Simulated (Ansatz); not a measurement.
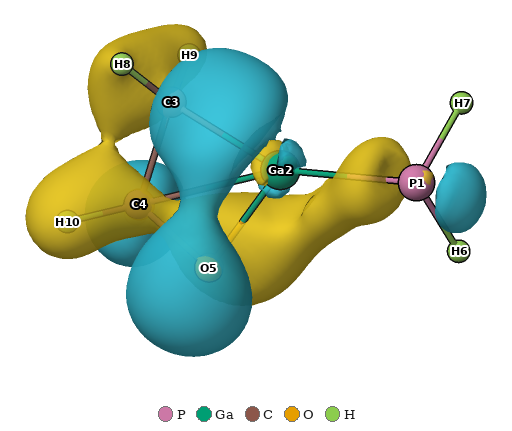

Figure 1: C₂H₆GaOP. The HOMO−1 at ±0.1 Å⁻³ᐟ² (yellow and cyan are the two phases), seen at a tilt.

Method: Ansatz 0.2.0, RKS B3LYP/def2-SVP.

Input

```
crystal:
  periodic: [false, false, false]
  atoms:
    - { symbol: P, position_ang: [-0.7875, 1.96745, 2.34546] }
    - { symbol: Ga, position_ang: [0.0987, 0.43993, 0.76185] }
    - { symbol: C, position_ang: [1.15045, -1.00008, -0.31986] }
    - { symbol: C, position_ang: [0.14705, -0.60193, -1.41901] }
    - { symbol: O, position_ang: [-0.69839, 0.40966, -0.88504] }
    - { symbol: H, position_ang: [-1.69123, 2.31286, 1.32724] }
    - { symbol: H, position_ang: [-1.64958, 0.95619, 2.80908] }
    - { symbol: H, position_ang: [2.18851, -0.78598, -0.58316] }
    - { symbol: H, position_ang: [1.05936, -2.04207, -0.00712] }
    - { symbol: H, position_ang: [0.65517, -0.20455, -2.30404] }
    - { symbol: H, position_ang: [-0.47254, -1.45149, -1.7254] }
basis:
  gaussian: { orbitals: def2-SVP }
hamiltonian:
  xc: b3lyp
relax:
  f_tol: 0.015
  max_steps: 40
output:
  orbitals: {}
```

Command:

```sh
ansatz run input.yaml --threads 2 --pin off --max-ram 3072MiB --backend cpu --events-out ev --progress --plain --runs-dir out
```

The fields are those of the run's last geometry, not of the input's.

Describe this orbital and give its energy.

Answer. By Hirshfeld shares it lies mainly on O5 (about 45 %), C3 (about 15 %), Ga2 (about 15 %) and C4 (about 10 %). Its energy is −7.02 eV.
